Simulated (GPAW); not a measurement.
Consider La2O3 (P-3m1).

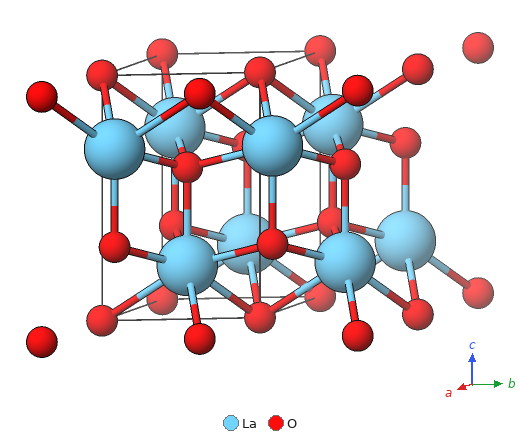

The structure (lanthanum blue, oxygen red). Bonds to atoms that aren't drawn are left out. 2×2×1 cells are drawn. Some periodic images of atoms are drawn too.

```xyz
5
Lattice="3.9308 0.0000 0.0000 -1.9654 3.4042 0.0000 0.0000 0.0000 6.1120" Properties=species:S:1:pos:R:3 pbc="T T T"
La    0.0000    2.2694    1.5050
La    1.9654    1.1347    4.6070
O     0.0000    0.0000    0.0000
O     0.0000    2.2694    3.9477
O     1.9654    1.1347    2.1643
```

Absorber: atom 3, with 6 La at 2.72 Å (octahedral, site symmetry -3m). Method: GPAW, LDA, full core hole (charged cell), 15-atom cell with 6.8 Å between holes, 4×4×4 k points, dipole transitions, Gaussian full width 0.9 eV up to 4 eV, rising linearly to 3.5 eV at 25 eV, without spin-orbit coupling.

Predict the near-edge structure at the O K edge.

Main maxima up to 24 eV above the zero (height): 1.5 eV (3.07), 6.0 eV (1.86), 9.5 eV (0.73) and 23.5 eV (1.10). A K edge sees empty p states on the absorber. The total-energy difference plus the lowest empty eigenvalue puts the zero at 534.61 eV. One term is added: -8.83 eV, since the hole is spin-paired here and a spin-polarised one costs that much less in the free atom (computed apart). The photon energy is then 525.78 eV. The functional and the charged cell's background leave an error in such absolute values: in the free atom LDA prices this hole 4.1 eV below PBE (computed apart), and PBE is itself good to a few eV.

The O K spectrum (energy from the lowest empty level; intensity scaled to a mean of 1 over the first 20 eV; polarised curves are means over the symmetry-equivalent atoms):

```tsv
E (eV)	isotropic	ε ⊥ c	ε ∥ c
-2.0	0.00	0.00	0.00
-0.5	0.02	0.02	0.02
1.0	2.29	2.57	1.75
2.5	1.59	1.99	0.81
4.0	0.95	0.41	2.05
5.5	1.67	1.66	1.69
7.0	0.91	1.28	0.17
8.5	0.55	0.64	0.36
10.0	0.67	0.50	1.02
11.5	0.46	0.39	0.62
13.0	0.63	0.50	0.90
14.5	0.79	0.66	1.06
16.0	0.80	0.85	0.70
17.5	0.78	0.90	0.53
19.0	0.91	1.07	0.58
20.5	0.97	1.04	0.82
22.0	1.04	1.02	1.09
23.5	1.10	1.03	1.25
25.0	1.03	1.00	1.10
26.5	0.91	0.93	0.86
28.0	0.77	0.76	0.78
```

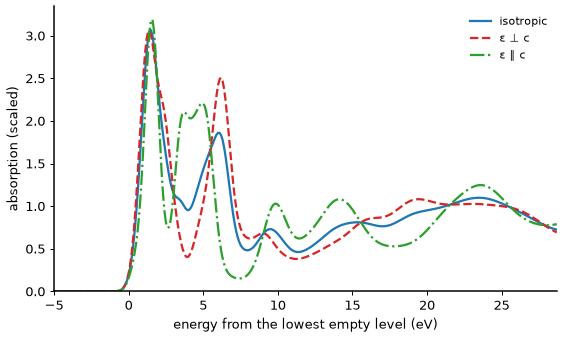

The O K edge.

The crystal has 2 inequivalent O sites and not all are shown here, while a measurement adds them all. The mesh is coarse (0.28 Å⁻¹ between points), so small maxima may be mesh ripples. The structure is a computed Materials Project entry and may be a hypothetical form.

[Banner, clock and machine lines of the logs are left out without a mark of their own.]

[Logs are printed without paths, hosts, clocks, repeated set-up lines and the standing remarks that a program may print on its own settings, such as how far it seeks lower states.]

[Hosts, paths, dates, database ids (printed as entryN), source tags and the programs' standing remarks are cut or masked in the printed files.]

[Lists of maxima count a maximum above −3 eV only where it reaches 4 % of the highest in the window and stands out from its surroundings by 2 % of it (1.5 % where it reaches 55 %); shoulders and weaker maxima are passed over, and of the rest the first, up to two pre-edge ones and the few strongest are named.]
